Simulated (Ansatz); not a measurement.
Fields on a plane of NaCl (rock salt)

```xyz
2
Lattice="0.0000 2.8039 2.8039 2.8039 0.0000 2.8039 2.8039 2.8039 0.0000" Properties=species:S:1:pos:R:3 pbc="T T T"
Cl     0.0000     0.0000     0.0000
Na     2.8039     2.8039     2.8039
```

The slice is a {110} plane (indices of the conventional cell) through the point (0.500, 0.500, 0.500) (fractional), spanned by u = [100] and v = [1 -1 -1] in vectors of this cell: u (3.97 Å) and v (5.61 Å, at 90° to u). It covers one period; positions are fractions (u, v).

Atoms on it: Cl at (0.00, 0.50); Na at (0.00, 0.00).

All values below come from r2SCAN (plane waves to 500 eV, PAW, scalar-relativistic; Ansatz, a first-principles code). k mesh 10×10×10. Near the nuclei the fields are pseudised (PAW); where an atom keeps semicore shells as valence, they peak there. NaCl was relaxed with its symmetry unable to fall.

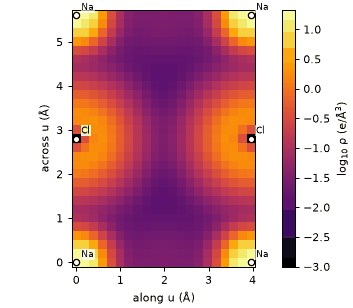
Fig. 1. Log₁₀ of the valence density in e/Å³, one period of the plane, atoms marked. The scale is logarithmic, as a density can span decades between atoms and voids; values under 0.001 e/Å³ are set to 0.001.

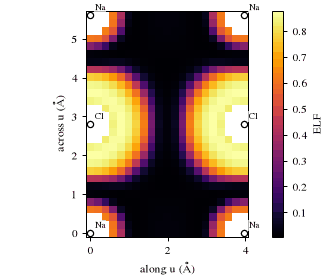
Fig. 1. Electron localisation function (ELF), one period of the plane, atoms marked. Points within 0.5 Å of a nucleus are left white, as the pseudised field means little there.
